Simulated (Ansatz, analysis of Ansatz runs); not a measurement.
# Moving an added electron between Mn sites in Li2MnF5 (C2/c)

Question: does an added electron stay on the Mn atom where it is started in Li2MnF5 (C2/c), and if so, how high is the barrier for a hop to another Mn site nearby? Model: a cell of 64 host atoms.

Calculated with Ansatz 0.2.0; plane-wave PAW DFT, PBEsol+U; relaxation of all atoms of a supercell at fixed charge in a uniform background; PAW set soft_1.

## (1) The structure

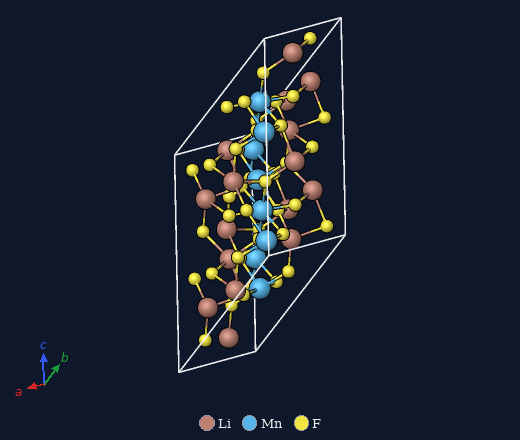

Start, viewed slightly off an axis; lithium pink, manganese blue, fluorine yellow.

The cell holds 64 atoms: 16 Li, 8 Mn and 40 F. Cell: a = 8.930 Å, b = 9.917 Å, c = 11.166 Å, α = 49.7°, β = 91.9°, γ = 72.5°. It derives from Li2MnF5 (space group C2/c). Nearest the centre at fractional (0.375, 0.375, 0.625): F26 at 1.09 Å, Mn18 at 1.85 Å, Mn24 at 1.85 Å, F38 at 2.11 Å, F33 at 2.11 Å, F57 at 2.31 Å, F62 at 2.31 Å, Li5 at 2.80 Å.

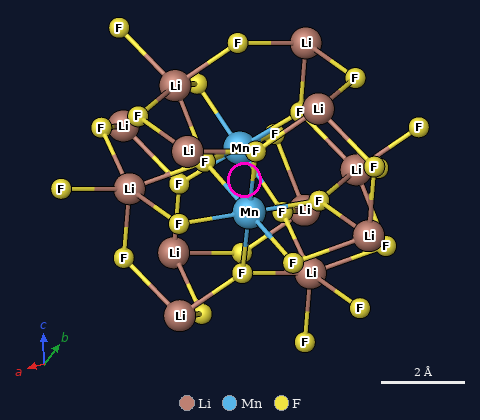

The atoms within 5 Å of the centre. A ring marks the centre wherever it is empty.

Hubbard terms: Mn d 4.5 eV. They were chosen, not fitted, to curb self-interaction in the shells named, the trial site's among them. The two sites are Mn24 and Mn18. The cell's shortest repeat is 8.9 Å. The host's moments were started ferromagnetic, high spin; both sites carry the same spin direction.

## (2) The cell without the carrier

The neutral cell is relaxed first, from small random displacements, so that bond lengths and moments with the carrier can be set beside those of a relaxed cell without it.

neutral.relax/input.yaml

```yaml
crystal:
  lattice:
    - [-2.81247804, 4.98286665, 6.85548075]
    - [7.18059468, 0.0, 6.83994485]
    - [9.99307272, 4.98286665, -0.01553589]
  atoms:
    - { symbol: Li, position: [0.298629, 0.941541, 0.1924] }
    - { symbol: Li, position: [0.298629, 0.941541, 0.6924] }
    - { symbol: Li, position: [0.798629, 0.441541, 0.1924] }
    - { symbol: Li, position: [0.798629, 0.441541, 0.6924] }
    - { symbol: Li, position: [0.0576, 0.682571, 0.451371] }
    - { symbol: Li, position: [0.0576, 0.682571, 0.951371] }
    - { symbol: Li, position: [0.5576, 0.182571, 0.451371] }
    - { symbol: Li, position: [0.5576, 0.182571, 0.951371] }
    - { symbol: Li, position: [0.201371, 0.558459, 0.3076] }
    - { symbol: Li, position: [0.201371, 0.558459, 0.8076] }
    - { symbol: Li, position: [0.701371, 0.058459, 0.3076] }
    - { symbol: Li, position: [0.701371, 0.058459, 0.8076] }
    - { symbol: Li, position: [0.4424, 0.817429, 0.048629] }
    - { symbol: Li, position: [0.4424, 0.817429, 0.548629] }
    - { symbol: Li, position: [0.9424, 0.317429, 0.048629] }
    - { symbol: Li, position: [0.9424, 0.317429, 0.548629] }
    - { symbol: Mn, position: [0.25, 0.25, 0.25], spin: 4.0 }
    - { symbol: Mn, position: [0.25, 0.25, 0.75], spin: 4.0 }
    - { symbol: Mn, position: [0.75, 0.75, 0.25], spin: 4.0 }
    - { symbol: Mn, position: [0.75, 0.75, 0.75], spin: 4.0 }
    - { symbol: Mn, position: [0.0, 0.0, 0.0], spin: 4.0 }
    - { symbol: Mn, position: [0.0, 0.0, 0.5], spin: 4.0 }
    - { symbol: Mn, position: [0.5, 0.5, 0.0], spin: 4.0 }
    - { symbol: Mn, position: [0.5, 0.5, 0.5], spin: 4.0 }
    - { symbol: F, position: [0.483916, 0.266084, 0.233916] }
    - { symbol: F, position: [0.483916, 0.266084, 0.733916] }
    - { symbol: F, position: [0.983916, 0.766084, 0.233916] }
    - { symbol: F, position: [0.983916, 0.766084, 0.733916] }
    - { symbol: F, position: [0.016084, 0.233916, 0.266084] }
    - { symbol: F, position: [0.016084, 0.233916, 0.766084] }
    - { symbol: F, position: [0.516084, 0.733916, 0.266084] }
    - { symbol: F, position: [0.516084, 0.733916, 0.766084] }
    - { symbol: F, position: [0.278772, 0.675124, 0.409779] }
    - { symbol: F, position: [0.278772, 0.675124, 0.909779] }
    - { symbol: F, position: [0.778772, 0.175124, 0.409779] }
    - { symbol: F, position: [0.778772, 0.175124, 0.909779] }
    - { symbol: F, position: [0.159779, 0.386326, 0.028772] }
    - { symbol: F, position: [0.159779, 0.386326, 0.528772] }
    - { symbol: F, position: [0.659779, 0.886326, 0.028772] }
    - { symbol: F, position: [0.659779, 0.886326, 0.528772] }
    - { symbol: F, position: [0.221228, 0.824876, 0.090221] }
    - { symbol: F, position: [0.221228, 0.824876, 0.590221] }
    - { symbol: F, position: [0.721228, 0.324876, 0.090221] }
    - { symbol: F, position: [0.721228, 0.324876, 0.590221] }
    - { symbol: F, position: [0.340221, 0.113674, 0.471228] }
    - { symbol: F, position: [0.340221, 0.113674, 0.971228] }
    - { symbol: F, position: [0.840221, 0.613674, 0.471228] }
    - { symbol: F, position: [0.840221, 0.613674, 0.971228] }
    - { symbol: F, position: [0.058856, 0.090024, 0.089522] }
    - { symbol: F, position: [0.058856, 0.090024, 0.589522] }
    - { symbol: F, position: [0.558856, 0.590024, 0.089522] }
    - { symbol: F, position: [0.558856, 0.590024, 0.589522] }
    - { symbol: F, position: [0.339522, 0.011598, 0.308856] }
    - { symbol: F, position: [0.339522, 0.011598, 0.808856] }
    - { symbol: F, position: [0.839522, 0.511598, 0.308856] }
    - { symbol: F, position: [0.839522, 0.511598, 0.808856] }
    - { symbol: F, position: [0.441144, 0.409976, 0.410478] }
    - { symbol: F, position: [0.441144, 0.409976, 0.910478] }
    - { symbol: F, position: [0.941144, 0.909976, 0.410478] }
    - { symbol: F, position: [0.941144, 0.909976, 0.910478] }
    - { symbol: F, position: [0.160478, 0.488402, 0.191144] }
    - { symbol: F, position: [0.160478, 0.488402, 0.691144] }
    - { symbol: F, position: [0.660478, 0.988402, 0.191144] }
    - { symbol: F, position: [0.660478, 0.988402, 0.691144] }
basis:
  ecutwfc: 420
  xc_grid: 2
hamiltonian:
  xc: pbesol
  hubbard:
    sites: [{ species: Mn, l: d, u_eff: 4.5 }]
    projectors: ortho-atomic
  pseudopotentials: { kind: paw, azcp: { folder: soft_1 }, xc_functional: pbe }
kpoints:
  mp_grid: { grid: [1, 1, 1] }
magnetization:
  spin_polarized: true
  initial_magnetization: 32
  spin_locking: { lock_magnetization: hard }
scf:
  occupations: { method: fermi_dirac, width: 0.01 }
  max_iter: 120
  lower_state_search: "off"
output:
  forces: true
relax:
  f_tol: 0.02
  max_steps: 70
  random_displacement: { amplitude: 0.04, seed: 8651 }
checkpoint:
  write: "../neutral.relax.run"
  compress: false
  write_wavefunctions: true
  write_every: 100000
```

Run with:

```sh
ansatz run input.yaml --threads 4 --pin off --max-ram 9420MiB --backend cpu --events-out ev --progress --plain --runs-dir out
```

Numbers of over 12 decimals in the logs are rounded to 6 here.

The program printed:

```text
[... repeated set-up lines and file paths are left out, and long positions are rounded to six places ...]
Engine: ansatz 0.2.0, aarch64-unknown-linux-gnu
Pseudopotentials: kind: paw
Pseudopotential: Li, paw, valence charge 3, recommended cutoff 420 eV (normal), soft_1/Li.paw.azcp
Pseudopotential: Mn, paw, valence charge 15, recommended cutoff 420 eV (normal), soft_1/Mn.paw.azcp
Pseudopotential: F, paw, valence charge 7, recommended cutoff 420 eV (normal), soft_1/F.paw.azcp
Functional definition: PBEsol
  exchange = pbesol_x
  correlation = pbesol_c
Crystal: 64 atoms, lattice volume = 682.290 Å³
Basis set: ecut = 420 eV, 13355 PW (Γ), exchange–correlation on 120×144×150 points (8 copies of the dense FFT grid, shifted against one another)
Bands: 304, of which v1, the nominal top of the filled ones, is band 224 counted from 1 (223 counted from 0)
Symmetry: 1 space group operations
k-points: 1
Non-local potential: Li, projectors of the file, l = 0: 3, l = 1: 2, l = 2: 1
Non-local potential: Mn, projectors of the file, l = 0: 3, l = 1: 2, l = 2: 3, l = 3: 1
Non-local potential: F, projectors of the file, l = 0: 2, l = 1: 2, l = 2: 1
PAW form: soft (Blöchl's): semilocal exchange-correlation on the pseudo side does not see the compensation charge
PAW frozen core: Mn, regenerated for the run's functional, and the local potential with it (the file was generated under x = pbe(κ = 0.804, μ = 0.219515), c = pbe(β = 0.066725))
PAW frozen core: F, regenerated for the run's functional, and the local potential with it (the file was generated under x = pbe(κ = 0.804, μ = 0.219515), c = pbe(β = 0.066725))
[...]
[... 6 atoms left out ...]
  atom  33  F     -0.00027198     0.00024732     0.00014078
  [... 4 atoms left out ...]
  atom  38  F      0.00032122    -0.00060000     0.00013214
  [... 18 atoms left out ...]
  atom  57  F     -0.00122180    -0.00068001    -0.00064367
  [... 4 atoms left out ...]
  atom  62  F      0.00020839    -0.00089520    -0.00041153
[...]
max |Σ_I F_I| component: 2.00e-5 eV/Å
--- Band table (eV) ---
  k-point 0 ↑: bands = ["-78.1728", "-78.1725", "-78.1724", "-78.1723", [... 296 left out ...] "16.8855", "16.9670", "17.0729", "17.1343"]
  k-point 0 ↓: bands = ["-73.8994", "-73.8992", "-73.8991", "-73.8989", [... 296 left out ...] "17.2552", "17.3349", "17.3714", "17.3719"]
Occupation matrices written to <dir>
--- Relaxed structure (5 steps of the walk, 5 accepted, 0 SCFs on fresh bases) ---
  F+E_penalty+E_count = -66262.40920251 eV   max|allowed force component| = 2.386e-3 eV/Å
  atoms:
    - { symbol: Li, position: [0.298087, 0.941905, 0.191880] }
    - { symbol: Li, position: [0.298114, 0.941573, 0.692005] }
[...]
- { symbol: Li, position: [0.057024, 0.682760, 0.450965] }
[...]
- { symbol: Li, position: [0.557106, 0.182837, 0.950858] }
    - { symbol: Li, position: [0.200995, 0.559280, 0.307022] }
[...]
- { symbol: Mn, position: [0.249543, 0.250415, 0.749446] }
[...]
- { symbol: Mn, position: [0.499487, 0.500531, 0.499493] }
    [... 1 atom left out ...]
    - { symbol: F, position: [0.483333, 0.266617, 0.733257] }
[...]
- { symbol: F, position: [0.277901, 0.675882, 0.408983] }
    [... 4 atoms left out ...]
    - { symbol: F, position: [0.159091, 0.387137, 0.527879] }
    [... 18 atoms left out ...]
    - { symbol: F, position: [0.440788, 0.410194, 0.410119] }
    [... 4 atoms left out ...]
    - { symbol: F, position: [0.160263, 0.488890, 0.690692] }
    [... 2 atoms left out ...]
[key lines of the parts left out:]
SCF converged after 8 iterations
Magnetization: 32.0000 μB (240.0000 up, 208.0000 down)
Free energy (F): -66262.409203 eV
Fermi energy:    3.869999 (↑ 3.869999, ↓ 4.161831) eV
```

The job ended after 80 s (4 threads of Arm Neoverse V1, shared host; peak memory 1.5 GiB).

The largest displacement from an ideal site is 0.004 Å.

(Continued in part 2 of 3.)

[Logs are printed without paths, hosts, clocks, repeated set-up lines and the standing remarks that a program may print on its own settings, such as how far it seeks lower states.]

[Hosts, paths, dates, database ids (printed as entryN), source tags and the programs' standing remarks are cut or masked in the printed files.]
